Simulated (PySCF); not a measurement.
# B2PLYP/6-311G(d,p) run of SiCl4 (silicon tetrachloride)

Aim: the vertical ionisation energy of SiCl4 (silicon tetrachloride) at B2PLYP/6-311G**, from 2 runs. The job is set up through a Python script.

The calculation is run with PySCF 2.14.0.

## 1. The system as given

SiCl4: 5 atoms, total charge 0, spin state singlet. As SMILES, `Cl[Si](Cl)(Cl)Cl`. The coordinates come from a PBE0-D4/def2-TZVP relaxation.

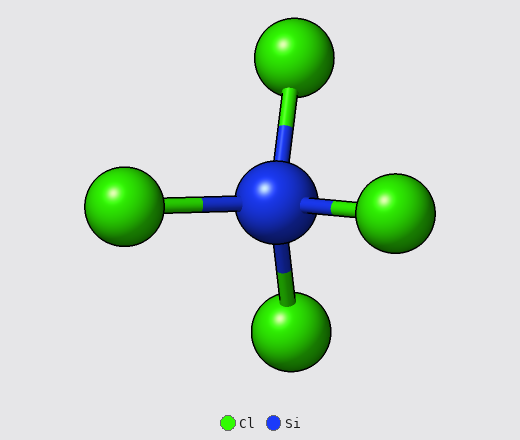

Viewed from a chosen angle; chlorine green, silicon blue.

## 2. A single-point energy at B2PLYP/6-311G(d,p)

Contents of calc.py:

```python
# Cl[Si](Cl)(Cl)Cl
from pyscf import gto, dft, mp

system = gto.M(
    atom='''
Cl  -0.962600  -0.087600   1.762300
Si   0.010000  -0.014700  -0.008300
Cl   1.655400  -1.185900   0.078100
Cl  -1.212100  -0.676900  -1.476100
Cl   0.559300   1.891400  -0.397500
''',
    verbose=3,
    max_memory=1860,
    spin=0,
    basis='6-311g**',
)

ks = dft.RKS(system, xc='0.53*HF + 0.47*B88, 0.73*LYP')
ks.conv_tol = 1e-10
ks.grids.level = 4
ks.kernel()
if not ks.converged:
    ks = ks.newton().run(ks.mo_coeff, ks.mo_occ)

pt = mp.MP2(ks, frozen=25).run()
energy = ks.e_tot + 0.27 * pt.e_corr
print('PT2 part  %.8f' % (0.27 * pt.e_corr))
print('Final energy', energy)
```

Command:

```console
OMP_NUM_THREADS=1 python calc.py
```

What it wrote:

```text
converged SCF energy = -2129.61011444203
E(RMP2) = -2130.37722160467  E_corr = -0.767107162637051
E(SCS-RMP2) = -2130.34896135335  E_corr = -0.738846911321793
PT2 part  -0.20711893
Final energy -2129.8172333759426
```

It took 22 s on 1 thread of Arm Neoverse V1, shared host; peak memory 0.78 GiB.

## 3. The doublet cation at the same level

Contents of calc.py:

```python
from pyscf import gto, dft, mp

mol = gto.M(
    atom='''
Cl    -1.819050    -0.165540     3.330264
Si     0.018897    -0.027779    -0.015685
Cl     3.128253    -2.241026     0.147588
Cl    -2.290537    -1.279156    -2.789425
Cl     1.056924     3.574228    -0.751166
''',
    spin=1,
    max_memory=1860,
    unit='bohr',
    basis='6-311g**',
    charge=1,
    verbose=3,
)

mf = dft.UKS(mol, xc='0.53*HF + 0.47*B88, 0.73*LYP')
mf.grids.level = 4
mf.conv_tol = 1e-10
mf.kernel()
if not mf.converged:
    mf = mf.newton().run(mf.mo_coeff, mf.mo_occ)

pt = mp.MP2(mf, frozen=25).run()
e_tot = mf.e_tot + 0.27 * pt.e_corr
print('PT2 part  %.8f' % (0.27 * pt.e_corr))
print(f'total energy: {e_tot:.8f} hartree')
```

Command:

```console
OMP_NUM_THREADS=1 python calc.py
```

What it wrote:

```text
WARN: HOMO -0.389534123697888 >= LUMO -0.389534123697895

SCF not converged.
SCF energy = -2129.16902557697 after 50 cycles  <S^2> = 0.76313566  2S+1 = 2.0130928
converged SCF energy = -2129.16902557802  <S^2> = 0.76313546  2S+1 = 2.0130926
E(UMP2) = -2129.96354914163  E_corr = -0.794523563601825
E(SCS-UMP2) = -2129.93087842485  E_corr = -0.761852846824762
PT2 part  -0.21452136
total energy: -2129.38354694 hartree
```

It took 3.5 min on 1 thread of Arm Neoverse V1, shared host; peak memory 0.94 GiB.

## 4. Summary of results

At B2PLYP/6-311G**, 25 core orbitals frozen:

| quantity | value |
| --- | --- |
| singlet SiCl4: total energy | -2129.81723 Eh |
| singlet SiCl4: dipole moment (SCF part) | 0.00 D |
| singlet SiCl4: HOMO energy (SCF part's orbitals) | -11.00 eV |
| singlet SiCl4: LUMO energy (SCF part's orbitals) | 0.41 eV |
| singlet SiCl4: HOMO–LUMO gap (SCF part's orbitals) | 11.41 eV |
| doublet cation: total energy | -2129.38355 Eh |
| doublet cation: HOMO energy (SCF part's orbitals) (highest over α and β) | -15.90 eV |
| doublet cation: LUMO energy (SCF part's orbitals) (lowest over α and β) | -13.01 eV |
| doublet cation: ⟨S²⟩ | 0.763 |
| vertical ionisation energy (to the doublet cation) | 11.801 eV |

**Reading.** The vertical ionisation energy comes to 11.80 eV (272 kcal/mol). The negative HOMO energy of the first species, 11.00 eV, lies 0.80 eV below that difference. Mulliken charges (singlet SiCl4) run from -0.25 on Cl1 to +1.01 on Si2.
